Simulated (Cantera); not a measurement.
Input: 1 mol AlCl3, 1.5 mol N2, 420 mol H2, 0.41 mol O2, 0.0001 mol Cl2, at 0.360 Torr.

Equilibrium computed with Cantera from the NASA thermochemical tables; the gas is ideal and each condensed phase is pure. Candidate condensed phases: Al, AlCl3, AlN, Al2O3, H2O, NH4Cl; 45 gas species. Mutual solubility and eutectic melting of coexisting phases are not modelled. The tables' values for AlCl2, AlOH are old estimates; treat these amounts as uncertain. Condensed phases not in the tables: aluminium oxynitride. Kinetics and transport are ignored.

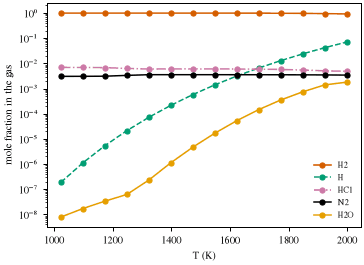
Figure. Equilibrium gas composition (values under 1e-9 drawn at 1e-9)

From 1023 K to 1248 K the condensed part is AlN(s) + Al2O3(s). From 1323 K to 1923 K the condensed part is Al2O3(s). At 1998 K nothing is condensed. The main Al-bearing gas is AlCl3 at 1023 K and AlCl at 1998 K. The share of Al in condensed phases is highest at 1023 K (97.2 %) and lowest at 1998 K (0.0 %).
